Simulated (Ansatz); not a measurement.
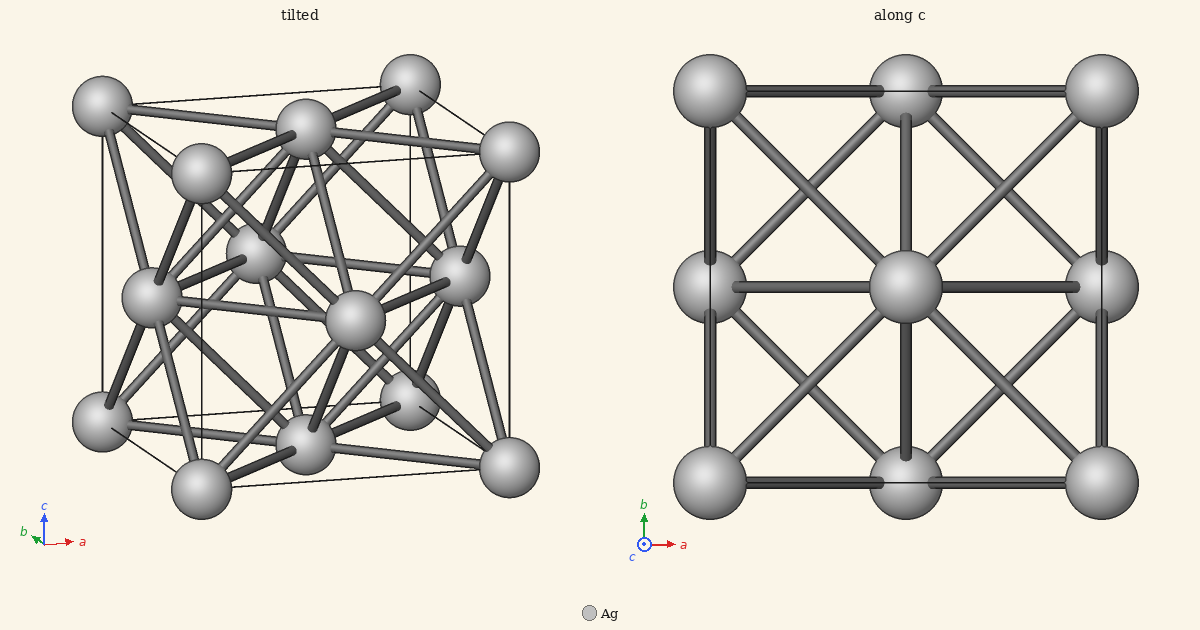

An orthographic ball-and-stick view of the structure, slightly off an axis and along the c axis. The lines enclose the conventional unit cell; boundary atoms appear with their images.

The cell is given by a = 4.134 Å, b = 4.134 Å, c = 4.134 Å, α = 90.00°, β = 90.00°, γ = 90.00°.

**Determine the atoms per cell.**

4 (silver), counting shared atoms by their share.

**What lattice type does the structure have?**

Face-centred cubic.

**Name the space group.**

Fm-3m (No. 225), with Ag on 4a.

**Which known structure type is this?**

Face-centred cubic (Cu type).

**Does the bonding give isolated units, chains, sheets or a framework?**

The bonds build a three-dimensional framework.

The initial geometry was the standard structure of this element. Earlier steps of the study may have refined or changed the cell and positions. It went into a calculation with Ansatz.
